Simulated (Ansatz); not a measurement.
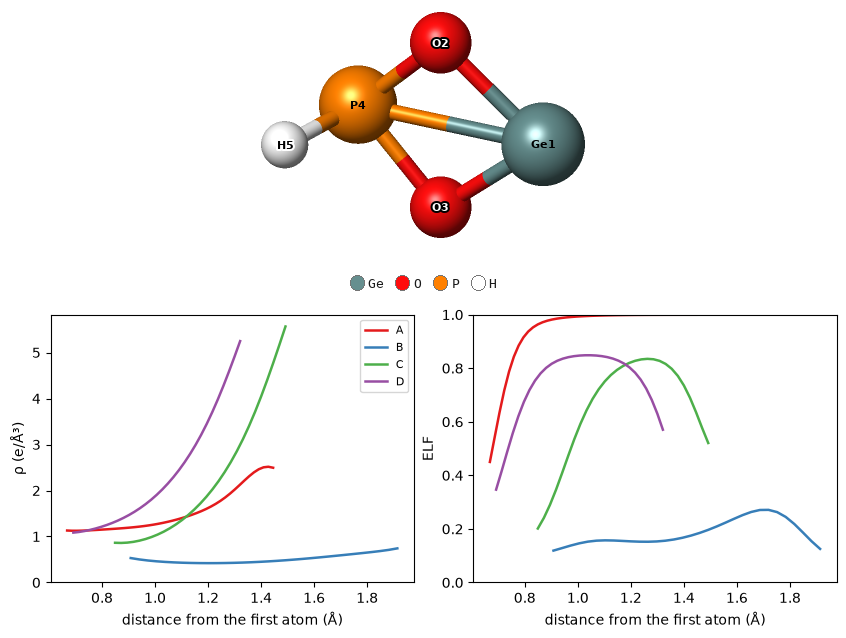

Figure. GeHO₂P (SMILES [O]1[PH]2=[Ge]1[O]2). Total electron density and electron localisation function along straight lines between neighbouring atoms. The curves leave out the atomic cores. The structure is drawn too.

Geometry: PBE0-D3(BJ)/def2-SVP.

The calculation used isolated molecule in a Gaussian basis; Kohn-Sham density functional theory, functional PBE0 in Ansatz 0.2.0.

```tsv
atom	x (Å)	y (Å)	z (Å)
Ge	0.4658	1.3369	0.1055
O	-1.2073	0.5900	-0.0156
O	0.9034	-0.3202	-0.5534
P	-0.6834	-0.8351	-0.7283
H	-0.7605	-1.6979	0.4286
```

> Which curve belongs to which contact (Ge–O, Ge–P, P–H and P–O)? The first atom named is at distance zero.

Curve A: P–H (1.45 Å): the density is about 1.1 e/Å³ at the midpoint; the ELF climbs to about 1 towards the hydrogen, as it does in any bond to H; a covalent bond by its length. Curve B: Ge–P (2.59 Å): ρ is about 0.43 e/Å³ halfway; the ELF is about 0.15 at the midpoint. Curve C: Ge–O (1.84 Å): ρ at the midpoint is about 0.88 e/Å³; the ELF peaks at about 0.85 in the valence shell of O, 0.6 Å from its nucleus, and is about 0.35 at the midpoint. Curve D: P–O (1.68 Å): the density is about 1.3 e/Å³ at the midpoint; the ELF peaks at about 0.85 between the atoms: a polar covalent bond.
